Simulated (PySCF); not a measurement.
C5H11FSi

```csv
atom,x (Å),y (Å),z (Å)
C,-2.0169,-0.9360,-0.5690
C,-0.8120,-0.2953,0.1148
C,-1.1658,1.1114,0.5957
Si,0.7139,-0.2849,-1.0363
C,2.1741,0.4918,-0.1213
C,2.6417,0.0460,1.0281
F,2.1027,-1.0228,1.6455
H,-2.8727,-0.9614,0.1050
H,-1.7941,-1.9558,-0.8743
H,-2.2997,-0.3698,-1.4542
H,-0.5729,-0.8972,0.9978
H,-2.0180,1.0807,1.2743
H,-0.3275,1.5628,1.1229
H,-1.4265,1.7515,-0.2455
H,1.0570,-1.6551,-1.4320
H,0.4666,0.5449,-2.2231
H,2.6728,1.3500,-0.5423
H,3.4686,0.4455,1.6023
```

Geometry: GFN2-xTB.

Computed with PBE0/pcSseg-1, SCF density, gas phase, non-relativistic (PySCF).

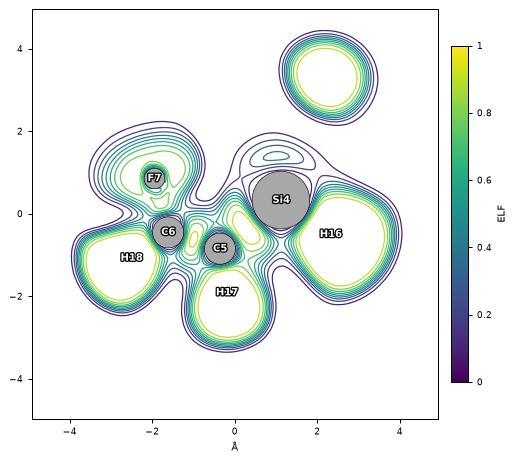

Figure 1. ELF on the plane of atoms C6, C5 and H17. Grey discs cover the atomic cores.

Q: Describe what can be read from this map.

A: Atoms in the plane: Si, C, F and H.
C–C (1.32 Å): the ELF peaks at about 0.95 between the atoms: a short, multiple covalent bond.
C–F (1.35 Å): the ELF peaks at about 0.85 between the atoms: a shared but strongly polarised pair.
C–Si (1.89 Å): the ELF peaks at about 0.95 between the atoms (a shared electron pair).
C–H (1.08 Å): the ELF climbs to about 1 towards the hydrogen, as it does in any bond to H: an ordinary covalent bond to hydrogen.
Si–H (1.47 Å): the ELF climbs to about 1 towards the hydrogen.
The ELF also peaks beside F7, away from the bonds: lone-pair regions.

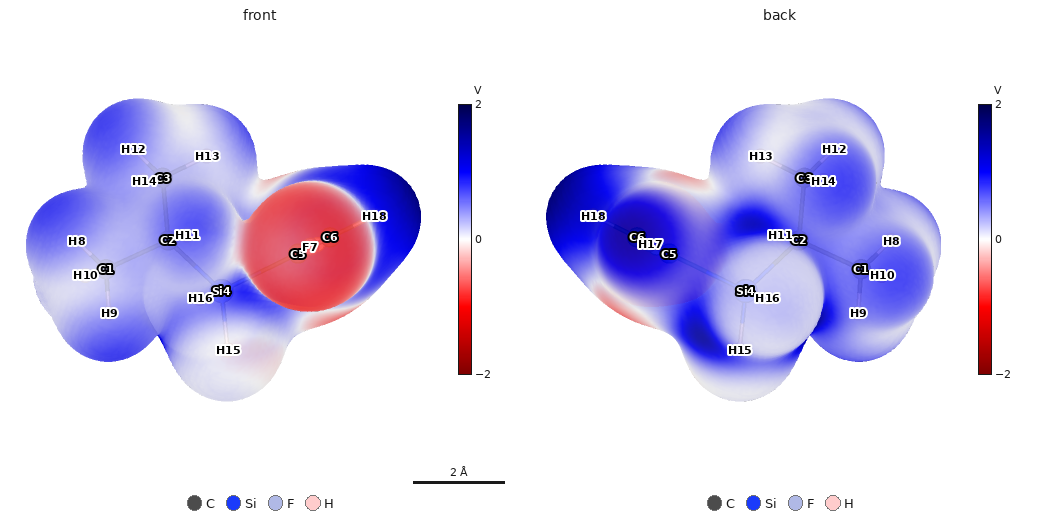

Figure 2. The molecular electrostatic potential painted on the density surface at 0.004 e/bohr³, seen from the front and from behind; the colour scale runs from red (negative) to blue (positive).

Q: Which sites attract a positive test charge, and which a negative one?

A: A positive charge is drawn to the negative regions and a negative charge to the positive ones. The most negative region (about −0.8 V) lies over F7, the most positive (about +1.7 V) over Si4 and H18.

Q: How polar is the molecule by this calculation?

A: Its dipole moment is 1.13 D.
